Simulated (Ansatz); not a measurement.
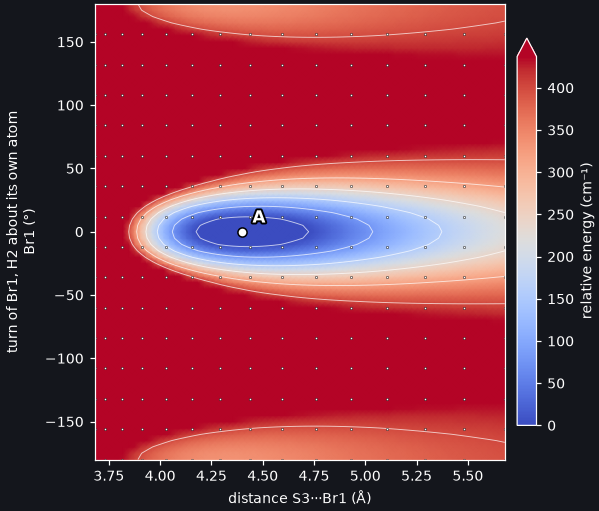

The pair BrH···H₂S. 
- The turn is about an axis along (0.52, −0.78, −0.35) in the frame of the relaxed pair, normal to the line between the partners.
- Coordinates scanned: (1) distance S3···Br1; (2) turn of Br1, H2 about its own atom Br1.
- The scan uses a 15 × 15 grid.
- Points are written as (first, second).
- Energies: cm⁻¹, counted from the lowest grid point.
- All numbers below come from RHF/def2-TZVPD in Ansatz 0.2.0.

Drawn: a smooth colour map with a few white contour lines, dots at the grid points, one colour for all values above the top of the scale, the well A. Between grid points the surface is interpolated.

Where is the minimum, and how stiff is the well along each coordinate? Take the well at A.

Answer. The interpolated minimum is at distance S3···Br1 ≈ 4.398 Å, the second coordinate ≈ 0°. The curvatures there are about 0.17 eV/Å² and 0.28 eV/rad², with a cross term of about 0 eV/(Å·rad). Round the minimum the two coordinates are nearly uncoupled. (1 eV is 8066 cm⁻¹.)
